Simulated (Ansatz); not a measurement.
## Al2Cu: Cu → Zn

The parent structure is Al2Cu (space group I4/mcm, No. 140; a = 6.006 Å, c = 4.790 Å).

Modification: Zn takes the place of Cu on all its sites; the structure is relaxed again.

Calculations: Kohn–Sham DFT with the r2SCAN functional, run in Ansatz (a quantum-chemistry and plane-wave program) with PAW and 500 eV plane waves, without spin-orbit coupling. k-mesh 12×12×12 (Γ-centred); smearing 0.05 eV (Fermi–Dirac).

| quantity | base | changed | shift |
|---|---|---|---|
| volume per atom | 14.40 Å³ | 15.94 Å³ | +1.54 Å³ |
| lattice parameter a | 6.006 Å | 6.186 Å | +0.180 Å |
| c/a ratio | 0.798 | 0.808 | +0.010 |
| space group | I4/mcm (No. 140) | I4/mcm (No. 140) | – |
| shortest interatomic distance | 2.395 Å | 2.498 Å | +0.1036 Å |
| band gap | zero | zero | – |

Final structure:

```
Al2Zn
1.0
   -3.09314     3.09314     2.49845
    3.09314    -3.09314     2.49845
    3.09314     3.09314    -2.49845
Al Zn
4 2
Direct
  0.65186   0.15186   0.80371
  0.84814   0.65186   0.50000
  0.15186   0.34814   0.50000
  0.34814   0.84814   0.19629
  0.25000   0.25000   0.00000
  0.75000   0.75000   0.00000
```

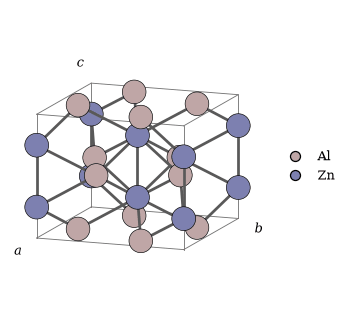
Figure: The relaxed conventional cell after the change

Whether these cells are dynamically stable was not tested. As relaxed here, Al2Zn is a hypothetical phase, not in the database extracts checked. The final runs are not spin-polarised.
